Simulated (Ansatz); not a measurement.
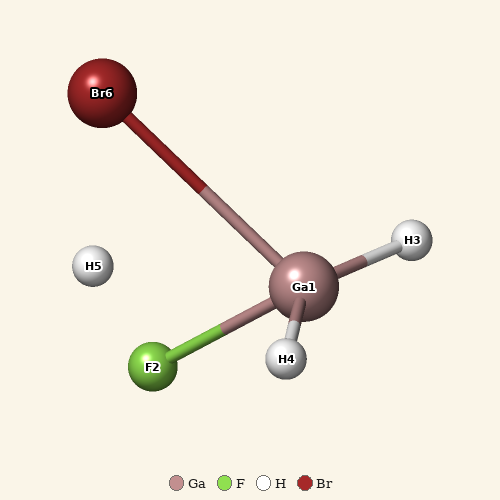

The system is the reacting system BrFGaH₃ (fragments FGaH₂ + BrH where the first distance is long, BrGaH₂ + FH where the second is long); the picture shows the reference structure. The first coordinate is: distance Ga1–Br6 (bond that forms); the second: distance H5–Br6 (bond that breaks). Relaxed at each point: all other coordinates. Grid: 11 × 11 points. Points are written as (first, second). Energies: kJ/mol, counted from the lowest grid point. The reference is spin-restricted, so regions where a bond is pulled apart into radicals lie too high. Computed with RKS PBE0-D4/def2-SVP (Ansatz 0.2.0).

Its coordinates:

```xyz
6

Ga   -0.3990   -0.5521   -0.5661
F     0.8725    1.1520   -0.4879
H     0.5556   -1.7256   -0.8852
H    -1.7844    0.0225   -0.9408
H     0.7899    1.0799    0.7053
Br   -0.0346    0.0233    2.1747
```

Range: distance Ga1–Br6 (bond that forms) from 2.178 to 3.678 Å; distance H5–Br6 (bond that breaks) from 1.359 to 2.559 Å.

What will the energy surface look like?

Answer. The lowest grid point is at (2.379 Å, 2.267 Å). No other kind of well shows on this grid. The highest grid point, (3.678 Å, 2.559 Å), lies 192 kJ/mol above the lowest.

```csv
"second ↓, first →",2.178,2.262,2.379,2.511,2.655,2.809,2.970,3.138,3.313,3.493,3.678
2.559,23,8,2,11,30,56,85,114,142,168,192
2.411,23,7,1,8,26,51,78,106,133,158,180
2.267,24,7,0,6,23,46,72,98,123,146,167
2.127,28,10,1,6,21,42,66,91,114,135,153
1.993,34,15,5,8,21,40,62,84,105,123,139
1.864,45,25,13,14,24,41,60,78,96,111,123
1.741,63,40,26,24,31,44,59,74,86,97,105
1.625,87,62,44,38,41,49,58,67,74,80,85
1.519,116,88,65,54,50,51,54,58,62,65,68
1.426,145,113,85,67,58,54,54,56,59,61,64
1.359,168,133,101,80,69,64,64,65,68,70,72
```

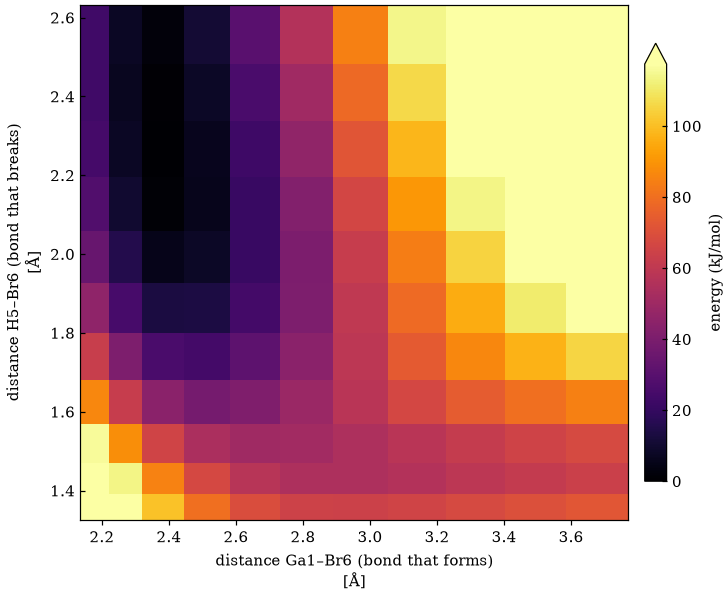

The picture shows one coloured cell a grid point, one colour for all values above the top of the scale.

Each point was launched as `ansatz run input.yaml --threads 1 --pin off --max-ram 2560MiB --backend cpu --events-out ev --progress --plain --runs-dir out`. The whole map (121 points run) took 19 min on 1 thread of Intel(R) Xeon(R) 6975P-C (Granite Rapids), on a shared host.
